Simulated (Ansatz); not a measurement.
# C2H8ClGeNSi: a ladder of functionals and wavefunction methods

Aim: compute C2H8ClGeNSi with functionals from several rungs and with coupled cluster, and see how far each lands from CCSD(T) at the basis-set limit for the atomisation energy.

Program: Ansatz 0.2.0, Gaussian basis. Level of theory: functionals in def2-TZVPP, the program's frozen cores in correlated methods. These are calculated values, not measurements.

Plan: PBE-D4, r2SCAN-D4, PBE0-D4, B3LYP-D4, ωB97X-V, ωB97M-V, B2PLYP; CCSD(T)/def2-TZVPP; MP2/def2-QZVPP; extrapolation to the limit.

## 1. Structure used throughout

The geometry comes from an earlier relaxation with PBE0-D4 in a triple-zeta def2 set; it is a stationary point, not always the lowest conformer.

SMILES `C=C[N]([GeH3])[SiH2]Cl`, 14 atoms, charge 0, spin multiplicity 1.

Atoms are counted from 1 here; the program's logs count them from 0.

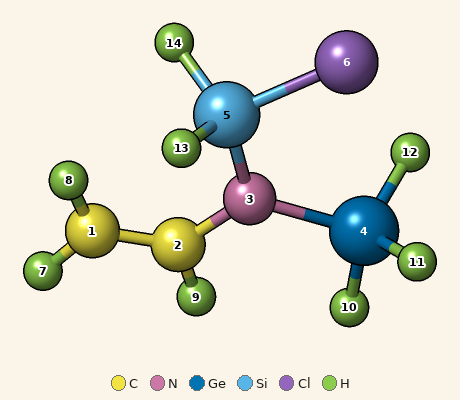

The geometry (colours as in the key); atoms are numbered from 1 in the order of the file.

## 2. PBE-D4 (GGA)

The input, in.yaml:

```yaml
crystal:
  periodic: [false, false, false]
  atoms:
    - {symbol: C, position_ang: [1.301240, 1.716328, 0.644509]}
    - {symbol: C, position_ang: [0.230378, 1.261157, -0.008656]}
    - {symbol: N, position_ang: [-0.179536, -0.067038, -0.111257]}
    - {symbol: Ge, position_ang: [-1.725062, -0.450180, -1.082836]}
    - {symbol: Si, position_ang: [0.780356, -1.265617, 0.675649]}
    - {symbol: Cl, position_ang: [-0.113103, -3.081160, 0.304353]}
    - {symbol: H, position_ang: [1.514864, 2.775841, 0.650172]}
    - {symbol: H, position_ang: [1.990268, 1.075653, 1.185223]}
    - {symbol: H, position_ang: [-0.408530, 1.974063, -0.524195]}
    - {symbol: H, position_ang: [-2.206474, 0.925201, -1.568194]}
    - {symbol: H, position_ang: [-2.769103, -1.106897, -0.171166]}
    - {symbol: H, position_ang: [-1.387953, -1.363362, -2.268156]}
    - {symbol: H, position_ang: [0.816204, -1.073452, 2.143768]}
    - {symbol: H, position_ang: [2.156433, -1.320538, 0.130807]}
basis:
  gaussian: {orbitals: def2-TZVPP}
hamiltonian: {xc: pbe, dispersion: d4}
output: {forces: true, orbitals: {seedname: orbitals}}
```

Run with:

```console
> ansatz run in.yaml --threads 2 --pin off --events-out ev --progress --plain --max-ram 32768MiB --backend cuda --devices 0, --max-vram 18GiB
```

After this run come: r2SCAN-D4 (meta-GGA); PBE0-D4 (hybrid); B3LYP-D4 (hybrid); ωB97X-V (range-separated); ωB97M-V (range-separated); B2PLYP (double hybrid); CCSD(T) in def2-TZVPP; MP2 in def2-QZVPP.

**Question.** What will the summary of the whole plan be? Wanted: atomisation energy, CCSD(T)/CBS; farthest; mean size of error, hybrid; mean size of error, range-separated; gap, smallest and largest; T1 diagnostic; triples share of the correlation energy.

As calculated:

| quantity | value |
| --- | --- |
| atomisation energy, CCSD(T)/CBS | 50.417 eV |
| functionals within 0.504 eV (1.0 %) | r2SCAN-D4, PBE0-D4, B3LYP-D4, ωB97X-V, ωB97M-V |
| farthest | B2PLYP (-0.755 eV) |
| mean size of error, hybrid | 0.148 eV |
| mean size of error, range-separated | 0.105 eV |
| gap, smallest and largest | 4.52 eV (PBE-D4), 10.88 eV (ωB97X-V) |
| T1 diagnostic | 0.0116 |
| triples share of the correlation energy | 4.1 % |

PBE-D4 is off by +0.504 eV. Double hybrids carry the basis error of their MP2 part in triple zeta, and no dispersion term here, so their miss is partly the set-up's. Misses under about 0.504 eV are within the doubt on the reference itself, which lacks core-valence correlation, relativity and higher excitations, and its outer-core shells are covered unevenly. Hartree-Fock recovers 72 % of the binding; the rest is correlation. Orbital gaps span 4.5 to 10.9 eV; exact exchange widens them. Correlated methods include outer-core shells of Ge, which these sets cover unevenly.
